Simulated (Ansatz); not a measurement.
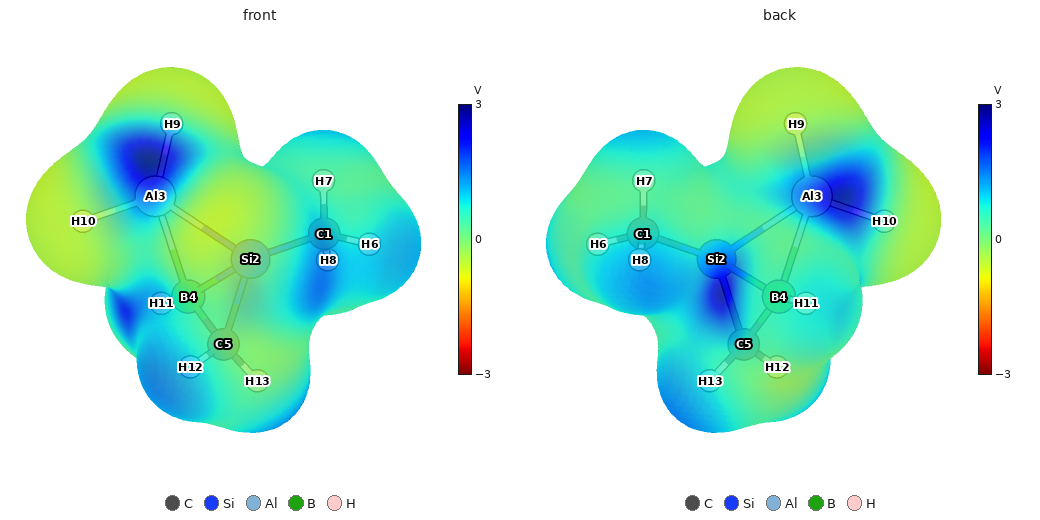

*C2H8AlBSi. The molecular electrostatic potential painted on the density surface at 0.004 e/bohr³, seen from the front and from behind; red is negative and blue positive.*

Method: Ansatz, RKS PBE0-D4/6-31G*.

The calculation's input:

```
crystal:
  periodic: [false, false, false]
  atoms:
    - { symbol: C, position_ang: [-1.7084, 0.5436, 0.4389] }
    - { symbol: Si, position_ang: [0.0356, 0.3331, -0.0145] }
    - { symbol: Al, position_ang: [1.6322, 0.267, 1.6789] }
    - { symbol: B, position_ang: [0.2523, -1.4258, -1.0239] }
    - { symbol: C, position_ang: [0.4335, -0.0486, -1.7254] }
    - { symbol: H, position_ang: [-1.8554, 1.5064, 1.0638] }
    - { symbol: H, position_ang: [-2.1028, -0.2953, 0.9847] }
    - { symbol: H, position_ang: [-2.3135, 0.7412, -0.5058] }
    - { symbol: H, position_ang: [1.251, 0.5861, 3.2458] }
    - { symbol: H, position_ang: [3.1945, -0.0178, 1.3474] }
    - { symbol: H, position_ang: [0.0917, -2.6136, -1.0426] }
    - { symbol: H, position_ang: [1.5109, 0.1287, -1.9739] }
    - { symbol: H, position_ang: [-0.4012, 0.2602, -2.4588] }
basis:
  gaussian: { orbitals: "6-31G*" }
hamiltonian:
  xc: pbe0
  dispersion: d4
relax:
  f_tol: 0.015
  max_steps: 40
output:
  orbitals: {}
```

Launched as:

```sh
ansatz run input.yaml --threads 2 --pin off --max-ram 3072MiB --backend cpu --events-out ev --progress --plain --runs-dir out
```

The fields are those of the run's last geometry, not of the input's.

Where is the surface potential most negative and most positive?

Answer. The most negative region (about −0.7 V) lies over H9, the most positive (about +2.7 V) over Al3.
